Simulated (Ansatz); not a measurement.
```xyz
21

C    -0.6411   -3.3873   -0.2715
C    -0.3511   -1.9428   -0.6409
C     0.6820   -1.3274    0.2867
O     1.0709   -0.0230   -0.0638
C     0.1182    0.9652    0.2350
C     0.7204    2.3247   -0.0314
C    -0.2566    3.4496    0.2613
H    -1.0320   -3.4659    0.7470
H     0.2641   -3.9989   -0.3246
H    -1.3793   -3.8301   -0.9429
H    -1.2781   -1.3622   -0.6076
H     0.0245   -1.8791   -1.6670
H     1.5964   -1.9282    0.2614
H     0.3092   -1.3436    1.3239
H    -0.1867    0.8846    1.2917
H    -0.7900    0.8374   -0.3729
H     1.6226    2.4327    0.5781
H     1.0430    2.3626   -1.0764
H    -1.1549    3.3680   -0.3571
H     0.1925    4.4246    0.0631
H    -0.5743    3.4391    1.3078
```

Geometry: PBE0-D4/def2-TZVP.

The calculation used Ansatz 0.2.0, RKS PBE0-D4/def2-TZVPP.

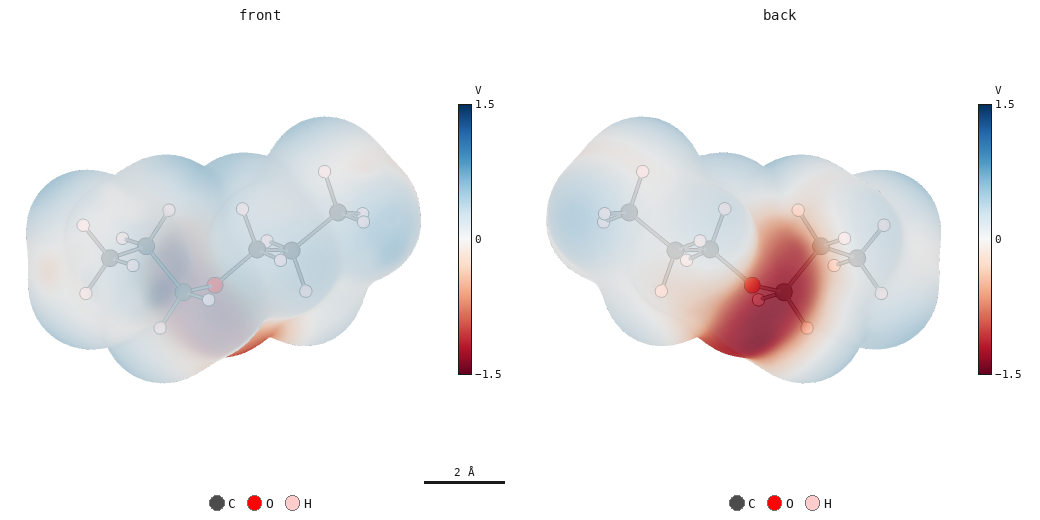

C$_{6}$H$_{14}$O (SMILES CCCOCCC). The electrostatic potential painted on the density surface at 0.001 e/bohr³, seen from the front and from behind; the colour scale runs from red (negative) to blue (positive).

Where is the surface potential most negative and most positive?

Answer. The most negative region (about −1.3 V) lies over O4, the most positive (about +0.5 V) over the H atoms. O4 is the likeliest acceptor of a hydrogen bond.
